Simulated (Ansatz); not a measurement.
C$_{3}$H$_{9}$ClZr

Input file:

```
crystal:
  periodic: [false, false, false]
  atoms:
    - {symbol: C, position_ang: [-1.147735, -0.665517, 1.422793]}
    - {symbol: C, position_ang: [2.096548, 0.582202, 0.755619]}
    - {symbol: C, position_ang: [0.410411, -1.340908, -1.680881]}
    - {symbol: Cl, position_ang: [-0.816738, 2.181160, -1.052932]}
    - {symbol: Zr, position_ang: [0.123249, 0.210409, -0.145896]}
    - {symbol: H, position_ang: [-2.217238, -0.420049, 1.297530]}
    - {symbol: H, position_ang: [-0.836532, -0.311405, 2.423224]}
    - {symbol: H, position_ang: [-1.051354, -1.767926, 1.413279]}
    - {symbol: H, position_ang: [2.898692, 0.475888, 0.001748]}
    - {symbol: H, position_ang: [2.290554, -0.156021, 1.556927]}
    - {symbol: H, position_ang: [2.183899, 1.590354, 1.198354]}
    - {symbol: H, position_ang: [1.228838, -2.021223, -1.377097]}
    - {symbol: H, position_ang: [0.670845, -0.921859, -2.669165]}
    - {symbol: H, position_ang: [-0.503248, -1.951355, -1.804955]}
basis:
  gaussian:
    orbitals: def2-SVPD
hamiltonian:
  xc: {name: PBE0}
output: {forces: true, orbitals: {seedname: orbitals}}
```

Command:

```sh
ansatz run input.yaml --threads 2 --pin off --max-ram 6090MiB --events-out events.jsonl --progress --plain --runs-dir runs
```

Geometry: PBE0-D4/def2-SVP; core potentials replace the inner electrons of Zr.

Level of theory: isolated molecule in a Gaussian basis; Kohn-Sham density functional theory, functional PBE0 in Ansatz.

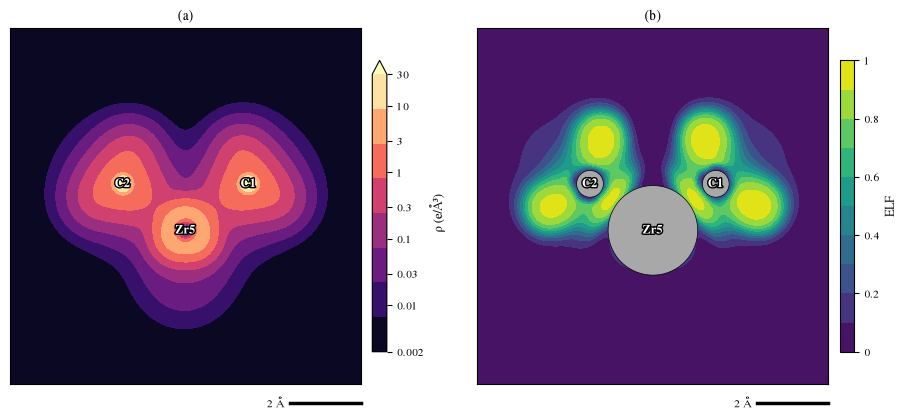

Figure 1. (a) electron density; (b) electron localisation function on the plane of atoms C1, Zr5 and C2. Grey discs cover the atomic cores in the ELF map.

Interpret the plot.

Answer. The section cuts through C and Zr sites. C–Zr (2.20 Å): ρ at the midpoint is about 0.74 e/Å³; the ELF peaks at about 0.95 in the valence shell of C, 0.7 Å from its nucleus, and is about 0.50 at the midpoint.

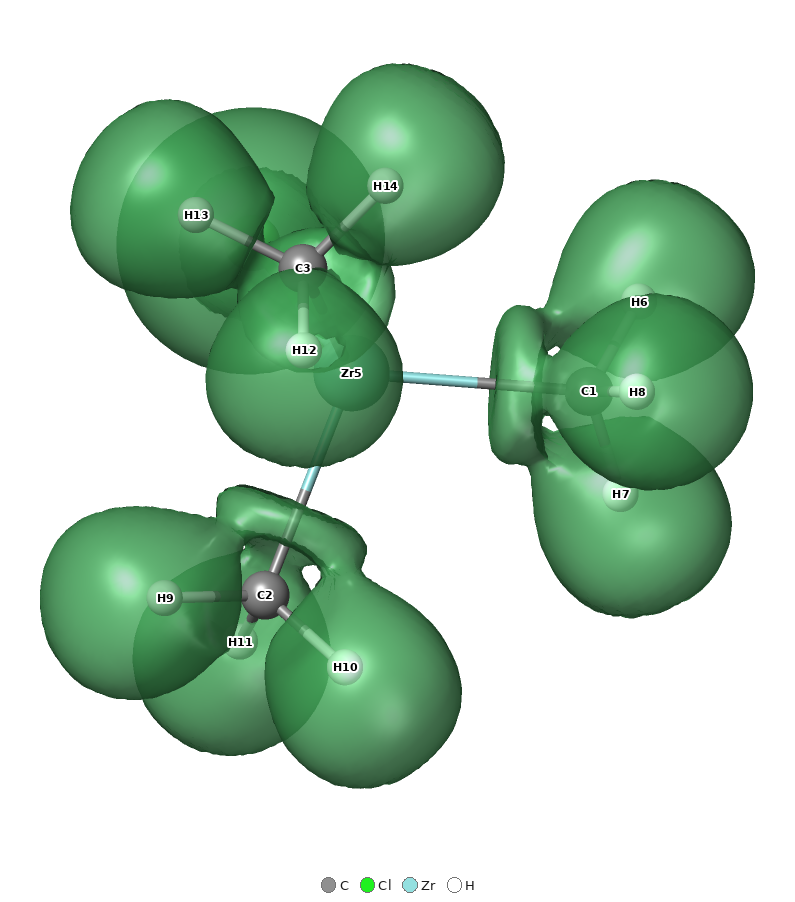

Figure 2. Isosurface of the electron localisation function at 0.75 (green), seen at an oblique angle. Core shells and regions of very low density are left out.

Where are the electrons localised?

Answer. The surface consists of one region wrapped around Cl (its valence shell) and three joined regions spread over several atoms (C, H), in which their bonds and any lone pairs are merged.


 Zr–Cl (2.36 Å): the ELF peaks at about 0.85 in the valence shell of Cl, 0.8 Å from its nucleus, and is about 0.30 at the midpoint.

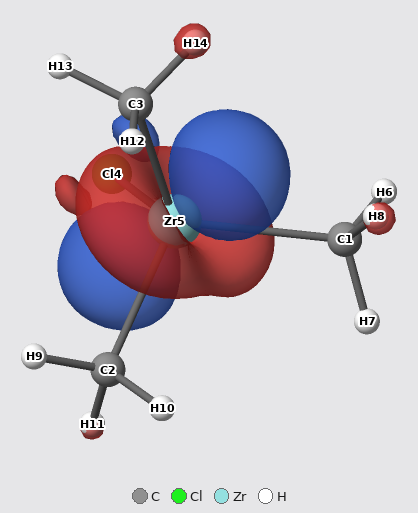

Figure 3. The LUMO at ±0.15 Å⁻³ᐟ² (red and blue are the two phases), seen at a tilt.

Where does this orbital lie, and at what energy?

Answer. It lies mainly on Zr5 (about 70 %) and Cl4 (about 5 %). Its energy is −1.39 eV.
